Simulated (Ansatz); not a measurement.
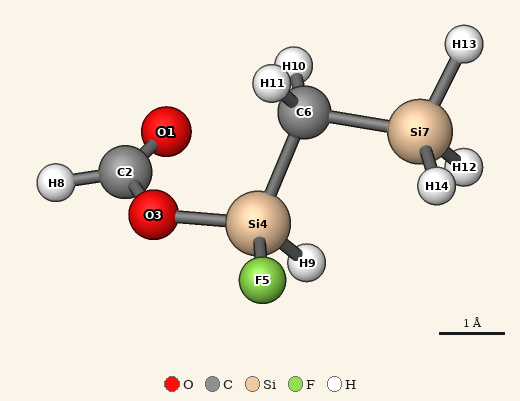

The input geometry (ball-and-stick view, seen at a tilt; atoms are numbered from 1 in the order of the input).

**Geometry relaxation of C₂H₇FO₂Si₂ (part 1 of 2)**

- system: C₂H₇FO₂Si₂
- method: UKS PBE/STO-3G (Ansatz 0.2.0)

It belongs to a series of runs on one base structure; here: start relaxed. Figures and captions count atoms from 1; the log counts them from 0 in places.

## Input
```yaml
crystal:
  periodic: [false, false, false]
  atoms:
    - { symbol: O, position_ang: [-1.7366, -1.9982, -1.1216] }
    - { symbol: C, position_ang: [-0.7905, -2.6003, -0.8538] }
    - { symbol: O, position_ang: [0.3889, -2.1144, -0.5137] }
    - { symbol: Si, position_ang: [0.821, -0.4799, -0.4396] }
    - { symbol: F, position_ang: [2.2916, -0.3565, -0.0301] }
    - { symbol: C, position_ang: [-0.2727, 0.426, 0.8054] }
    - { symbol: Si, position_ang: [0.1598, 2.1942, 0.6015] }
    - { symbol: H, position_ang: [-0.7118, -3.6816, -0.8541] }
    - { symbol: H, position_ang: [0.6036, 0.0826, -1.7617] }
    - { symbol: H, position_ang: [-1.3379, 0.2401, 0.6619] }
    - { symbol: H, position_ang: [-0.0565, 0.0686, 1.8426] }
    - { symbol: H, position_ang: [-0.1676, 2.6779, -0.7545] }
    - { symbol: H, position_ang: [-0.7345, 3.0182, 1.5273] }
    - { symbol: H, position_ang: [1.5302, 2.4941, 0.9193] }
magnetization:
  spin_polarized: true
basis:
  gaussian: { orbitals: STO-3G }
hamiltonian:
  xc: pbe
relax:
  f_tol: 0.02
  max_steps: 40
```

Launch command:
```bash
ansatz run input.yaml --threads 1 --pin off --max-ram 2048MiB --backend cpu --events-out ev --progress --plain --runs-dir out
```

## Log
```
The last accepted step is kept in [file] (removed where the run ends without a failure and the disk answers)
Engine: ansatz 0.2.0, x86_64-unknown-linux-gnu
Functional definition: PBE
  parameter kappa = 0.804
  parameter beta = 0.06672455060314922
  exchange = pbe_x(kappa = kappa, mu = beta*pi^2/3)
  correlation = pbe_c(beta = beta)
719 factors; integrals over basis functions are off by at most 1.2e-5 eV
mean field evaluation 1: about -24426.9996 eV, gradient 2.7e1 eV
mean field evaluation 2: about -24418.5356 eV, gradient 5.1e1 eV
mean field evaluation 4: about -24431.3610 eV, gradient 3.9e0 eV
mean field evaluation 8: about -24431.3445 eV, gradient 4.1e-2 eV
mean field -24431.34455988 eV, -897.8353524155 hartree, gradient 2.5e-5 eV, S^2 0.000000; 0 other end points of the search recorded, 0 dependent functions left out
the calculation of the forces begins
reference -24431.34458460 eV, -897.8353533239 hartree; 36, 36 occupied and 14, 14 virtual orbitals, 719 factors
relax step   1: F+E_penalty+E_count = -24431.34455988 eV  Δ(F+E_penalty+E_count) = +0.000e0 eV  max|allowed force component| = 1.066e1 eV/Å  Δτ_max = 0.0000 Å  (26 SCF iters, accepted)
these checks for a lower state are left out or cut short: starts, cluster_reference, orbital_swaps, neighbouring_geometries, increment
719 factors; integrals over basis functions are off by at most 1.6e-5 eV
mean field evaluation 16: about -24432.5102 eV, gradient 6.0e0 eV
mean field -24432.64175317 eV, -897.8830233895 hartree, gradient 1.8e-5 eV, S^2 0.000000; 0 other end points of the search recorded, 0 dependent functions left out
[... from here on the field's lines of each further geometry are left out, up to the last ...]
relax step   2: F+E_penalty+E_count = -24432.64175317 eV  Δ(F+E_penalty+E_count) = -1.297e0 eV  max|allowed force component| = 2.867e0 eV/Å  Δτ_max = 0.1976 Å  (29 SCF iters, accepted)
relax step   3: F+E_penalty+E_count = -24432.76670496 eV  Δ(F+E_penalty+E_count) = -1.250e-1 eV  max|allowed force component| = 1.750e0 eV/Å  Δτ_max = 0.1134 Å  (30 SCF iters, accepted)
relax step   4: F+E_penalty+E_count = -24432.85575229 eV  Δ(F+E_penalty+E_count) = -8.905e-2 eV  max|allowed force component| = 1.775e0 eV/Å  Δτ_max = 0.1060 Å  (30 SCF iters, accepted)
relax step   5: F+E_penalty+E_count = -24432.91786742 eV  Δ(F+E_penalty+E_count) = -6.212e-2 eV  max|allowed force component| = 7.765e-1 eV/Å  Δτ_max = 0.2000 Å  (29 SCF iters, accepted)
relax step   6: F+E_penalty+E_count = -24432.95574341 eV  Δ(F+E_penalty+E_count) = -3.788e-2 eV  max|allowed force component| = 2.544e-1 eV/Å  Δτ_max = 0.0570 Å  (30 SCF iters, accepted)
relax step   7: F+E_penalty+E_count = -24432.96651749 eV  Δ(F+E_penalty+E_count) = -1.077e-2 eV  max|allowed force component| = 1.488e-1 eV/Å  Δτ_max = 0.0478 Å  (28 SCF iters, accepted)
relax step   8: F+E_penalty+E_count = -24432.97595494 eV  Δ(F+E_penalty+E_count) = -9.437e-3 eV  max|allowed force component| = 1.734e-1 eV/Å  Δτ_max = 0.0893 Å  (29 SCF iters, accepted)
relax step   9: F+E_penalty+E_count = -24432.98029890 eV  Δ(F+E_penalty+E_count) = -4.344e-3 eV  max|allowed force component| = 1.323e-1 eV/Å  Δτ_max = 0.0596 Å  (30 SCF iters, accepted)
relax step  10: F+E_penalty+E_count = -24432.98067969 eV  Δ(F+E_penalty+E_count) = -3.808e-4 eV  max|allowed force component| = 9.549e-2 eV/Å  Δτ_max = 0.0421 Å  (30 SCF iters, accepted)
relax step  11: F+E_penalty+E_count = -24432.98373453 eV  Δ(F+E_penalty+E_count) = -3.055e-3 eV  max|allowed force component| = 1.594e-1 eV/Å  Δτ_max = 0.0537 Å  (29 SCF iters, accepted)
relax step  12: F+E_penalty+E_count = -24432.98535044 eV  Δ(F+E_penalty+E_count) = -1.616e-3 eV  max|allowed force component| = 1.514e-1 eV/Å  Δτ_max = 0.0744 Å  (30 SCF iters, accepted)
relax step  13: F+E_penalty+E_count = -24432.99717616 eV  Δ(F+E_penalty+E_count) = -1.183e-2 eV  max|allowed force component| = 1.794e-1 eV/Å  Δτ_max = 0.0795 Å  (30 SCF iters, accepted)
relax step  14: F+E_penalty+E_count = -24433.01140107 eV  Δ(F+E_penalty+E_count) = -1.422e-2 eV  max|allowed force component| = 2.778e-1 eV/Å  Δτ_max = 0.0784 Å  (29 SCF iters, accepted)
relax step  15: F+E_penalty+E_count = -24433.01682497 eV  Δ(F+E_penalty+E_count) = -5.424e-3 eV  max|allowed force component| = 1.639e-1 eV/Å  Δτ_max = 0.0574 Å  (29 SCF iters, accepted)
relax step  16: F+E_penalty+E_count = -24433.01994426 eV  Δ(F+E_penalty+E_count) = -3.119e-3 eV  max|allowed force component| = 1.389e-1 eV/Å  Δτ_max = 0.0277 Å  (28 SCF iters, accepted)
relax step  17: F+E_penalty+E_count = -24433.02052206 eV  Δ(F+E_penalty+E_count) = -5.778e-4 eV  max|allowed force component| = 9.075e-2 eV/Å  Δτ_max = 0.0164 Å  (31 SCF iters, accepted)
the calculation of the forces begins
reference -24433.02114098 eV, -897.8969656344 hartree; 36, 36 occupied and 14, 14 virtual orbitals, 724 factors
relax step  18: F+E_penalty+E_count = -24433.02111593 eV  Δ(F+E_penalty+E_count) = -5.939e-4 eV  max|allowed force component| = 1.985e-2 eV/Å  Δτ_max = 0.0103 Å  (25 SCF iters, accepted)
```

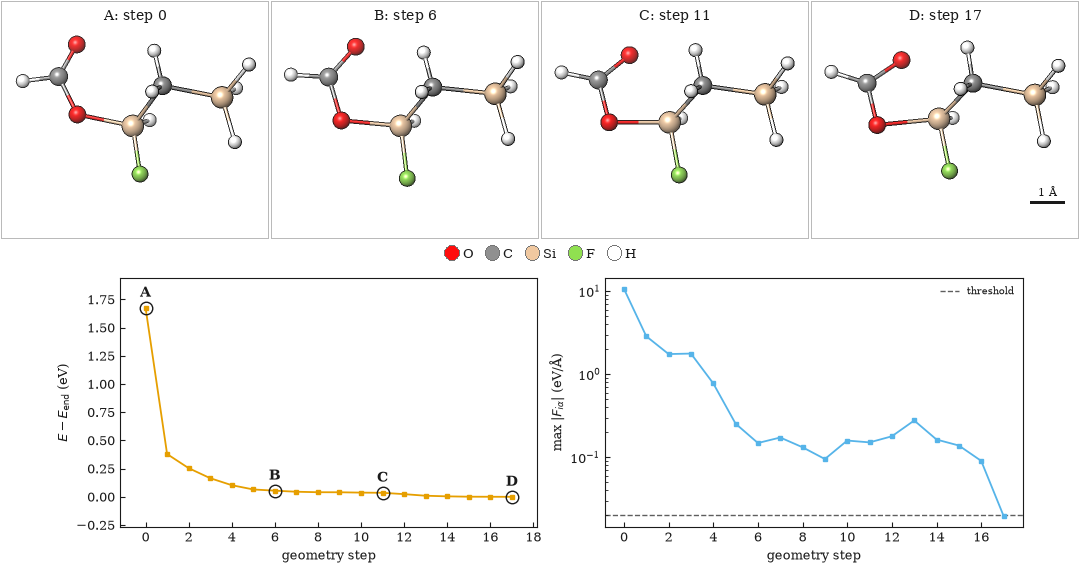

Frames of the relaxation (ball-and-stick view, seen at a tilt) above the curves, on which the letters mark them (the first geometry is step 0 here and step 1 in the log).

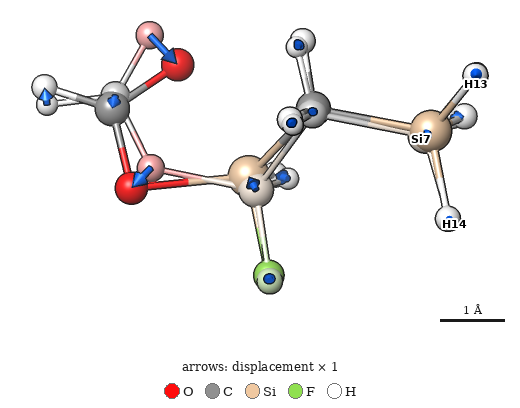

Start (faint) and end (solid) with the displacements as blue arrows, at true length (ball-and-stick view, seen at a tilt). The two geometries are laid on each other by the best rigid fit. The energy falls by 1.677 eV in 17 geometry steps. Largest force component: 11 eV/Å at the start, 0.02 eV/Å at the end. The atom that moves furthest after the best rigid fit is O1 (0.65 Å). Largest moves by element: O 0.65 Å, H 0.32 Å, Si 0.29 Å, C 0.25 Å, F 0.21 Å. Distances before and after: O3–Si4 1.692 → 1.890 Å, O1–C2 1.153 → 1.305 Å, Si4–F5 1.532 → 1.657 Å, Si7–H13 1.528 → 1.456 Å. Among the angles that change: C2–O3–Si4 126.5° → 93.7°, O3–Si4–F5 109.6° → 92.5°, O1–C2–O3 126.9° → 114.6°. (Atoms are counted from 1 in the order of the input.)

```
724 factors; integrals over basis functions are off by at most 1.8e-5 eV
mean field -24433.02111593 eV, -897.8969647139 hartree, gradient 1.8e-5 eV, S^2 0.000000; 1 other end points of the search recorded, 0 dependent functions left out
the calculation of the forces begins
reference -24433.02114098 eV, -897.8969656344 hartree; 36, 36 occupied and 14, 14 virtual orbitals, 724 factors
Total energy: -24433.02114098 eV, -897.8969656344 hartree
Atom 0 at    -1.234628    -1.588687    -1.066283 Å, force    -0.000615    -0.012997     0.005628 eV/Å
Atom 1 at    -0.580115    -2.664790    -0.724416 Å, force     0.009533    -0.011858     0.002803 eV/Å
Atom 2 at     0.704938    -2.444227    -0.321767 Å, force    -0.012647     0.001616    -0.006593 eV/Å
Atom 3 at     0.598883    -0.576440    -0.593222 Å, force     0.011146     0.003321    -0.001513 eV/Å
Atom 4 at     2.192684    -0.355812    -0.195466 Å, force    -0.015470     0.001498    -0.005256 eV/Å
Atom 5 at    -0.355380     0.449873     0.686760 Å, force     0.001011     0.001514    -0.000295 eV/Å
Atom 6 at     0.087344     2.282057     0.691780 Å, force     0.001478     0.001307     0.003683 eV/Å
Atom 7 at    -0.971891    -3.714964    -0.735817 Å, force     0.003719     0.019846    -0.002579 eV/Å
Atom 8 at     0.529408    -0.117833    -1.988365 Å, force     0.001189    -0.005024     0.010389 eV/Å
Atom 9 at    -1.438210     0.340977     0.508626 Å, force     0.001750     0.000955    -0.004422 eV/Å
Atom 10 at    -0.159706     0.035437     1.691442 Å, force    -0.003319     0.000512    -0.001697 eV/Å
Atom 11 at    -0.177490     2.867307    -0.613930 Å, force     0.000525     0.000471     0.000582 eV/Å
Atom 12 at    -0.705335     2.991511     1.685855 Å, force     0.001944     0.000483    -0.000283 eV/Å
Atom 13 at     1.496499     2.466389     1.003702 Å, force    -0.000243    -0.001644    -0.000449 eV/Å
Dipole moment:    -0.180669    -0.174769     0.038626 e Å
```

## Trajectory as extended XYZ (Å, eV, eV/Å), 18 frames, from step=1 to step=18
```
14
Properties=species:S:1:pos:R:3:forces:R:3 step=1 energy=-24431.34456
O    -1.7366   -1.9982   -1.1216  -10.6628   6.6184  -2.9796
C    -0.7905   -2.6003   -0.8538    6.0463  -5.4673   1.5940
O     0.3889   -2.1144   -0.5137    4.8764  -0.2825   1.3922
Si    0.8210   -0.4799   -0.4396   -5.6323   0.5611  -1.0994
F     2.2916   -0.3565   -0.0301    4.7644  -0.0176   1.2732
C    -0.2727    0.4260    0.8054    0.8780  -1.1989   0.6738
Si    0.1598    2.1942    0.6015   -2.1327   2.7406   0.8559
H    -0.7118   -3.6816   -0.8541    0.2547  -2.2441   0.0918
H     0.6036    0.0826   -1.7617    0.0858   0.1536  -0.3634
H    -1.3379    0.2401    0.6619   -0.3470  -0.0196  -0.4424
H    -0.0565    0.0686    1.8426    0.0648   0.2749  -0.5229
H    -0.1676    2.6779   -0.7545    0.3138  -0.3207   0.3638
H    -0.7345    3.0182    1.5273    1.0332  -0.7176  -0.8446
H     1.5302    2.4941    0.9193    0.4574  -0.0804   0.0076
14
Properties=species:S:1:pos:R:3:forces:R:3 step=2 energy=-24432.64175
O    -1.8283   -1.9853   -1.1482   -0.1977   0.2911  -0.1849
C    -0.8063   -2.6655   -0.8668   -0.9885  -0.2293   0.0893
O     0.4336   -2.1921   -0.5105    1.5214  -1.0003   0.5274
Si    0.8384   -0.5301   -0.4743   -2.8665   1.5912  -0.8453
F     2.3592   -0.4394   -0.0635    2.5267  -0.2334   0.6551
C    -0.2082    0.4618    0.7528   -0.1604  -0.2048   0.3141
Si    0.0512    2.3253    0.7019    0.5275  -0.0427  -0.6389
H    -0.7691   -3.7935   -0.7835    0.0197  -0.1084  -0.1427
H     0.6572    0.0087   -1.8269    0.0278  -0.0290  -0.0719
H    -1.2663    0.2338    0.5442   -0.0899  -0.0336   0.0001
H    -0.0061    0.0964    1.7762   -0.0552  -0.0292  -0.0367
H    -0.1702    2.7531   -0.6780   -0.1315   0.1211   0.2137
H    -0.7528    3.1141    1.6227   -0.1466  -0.1695   0.0130
H     1.4546    2.5835    0.9828    0.0129   0.0767   0.1078
14
Properties=species:S:1:pos:R:3:forces:R:3 step=3 energy=-24432.76670
O    -1.8025   -1.9213   -1.1622    0.9161  -0.5413   0.8396
C    -0.8261   -2.6461   -0.7568   -0.9185   0.1459  -1.7500
O     0.4620   -2.2061   -0.4428    0.4969  -0.9634   0.4650
Si    0.8281   -0.5132   -0.4840   -1.1734   0.8630  -0.1889
F     2.3963   -0.4379   -0.0783    0.7955  -0.1548   0.1698
C    -0.2202    0.4508    0.7593   -0.0181   0.0984  -0.2085
Si    0.0767    2.3171    0.6708    0.1240  -0.1890  -0.0637
H    -0.7814   -3.7952   -0.8577   -0.1230   0.6300   0.5282
H     0.6471   -0.0149   -1.8569   -0.0039  -0.0266   0.0628
H    -1.2812    0.2252    0.5430    0.0566   0.0745   0.0099
H    -0.0216    0.0816    1.7797    0.0295   0.0194   0.0046
H    -0.1932    2.7949   -0.6788    0.0019  -0.0100   0.0494
H    -0.7680    3.0355    1.6036   -0.1079   0.0549   0.1036
H     1.4712    2.6006    0.9901   -0.0757  -0.0011  -0.0219
14
Properties=species:S:1:pos:R:3:forces:R:3 step=4 energy=-24432.85575
O    -1.8000   -1.8723   -1.0681    1.7745  -1.0766   0.3355
C    -0.7900   -2.6431   -0.8260   -1.7450   0.6044  -0.2367
O     0.5042   -2.2328   -0.4589    0.1196  -0.7442  -0.0215
Si    0.8272   -0.5098   -0.4833   -0.2879   0.3771  -0.0609
F     2.4193   -0.4445   -0.0676   -0.0669  -0.0957  -0.0240
C    -0.2308    0.4480    0.7525    0.0540   0.1123  -0.2525
Si    0.0796    2.3121    0.6607   -0.0407  -0.1313   0.1197
H    -0.8290   -3.8010   -0.8342    0.1750   0.8648   0.0131
H     0.6543   -0.0159   -1.8587   -0.0117  -0.0054   0.0809
H    -1.2921    0.2319    0.5267    0.0835   0.0486  -0.0005
H    -0.0408    0.0788    1.7739    0.0266   0.0242   0.0230
H    -0.2028    2.8072   -0.6778    0.0322  -0.0331  -0.0164
H    -0.7817    3.0075    1.5986   -0.0435   0.0749   0.0805
H     1.4696    2.6046    0.9911   -0.0698  -0.0200  -0.0400
14
Properties=species:S:1:pos:R:3:forces:R:3 step=5 energy=-24432.91787
O    -1.6909   -1.7161   -1.0075   -0.0705   0.3088  -0.0669
C    -0.7879   -2.5619   -0.7728    0.7765  -0.5566   0.1630
O     0.5610   -2.3074   -0.4372   -0.1992   0.6168  -0.0956
Si    0.8220   -0.5426   -0.5080    0.2251   0.0499   0.1322
F     2.4206   -0.4483   -0.1090   -0.1316   0.0156  -0.0476
C    -0.2408    0.4218    0.7115    0.0248   0.0727   0.0258
Si    0.0553    2.2832    0.6670   -0.0476   0.0248   0.0009
H    -0.8411   -3.6793   -0.7854   -0.6019  -0.4859  -0.0909
H     0.6278   -0.0711   -1.8825   -0.0151  -0.0204  -0.0384
H    -1.2959    0.2046    0.4675    0.0307   0.0297   0.0174
H    -0.0643    0.0512    1.7355   -0.0119  -0.0362  -0.0006
H    -0.2074    2.7947   -0.6701   -0.0045   0.0052   0.0183
H    -0.8122    2.9689    1.6158    0.0211  -0.0279  -0.0270
H     1.4408    2.5730    1.0043    0.0040   0.0036   0.0094
```
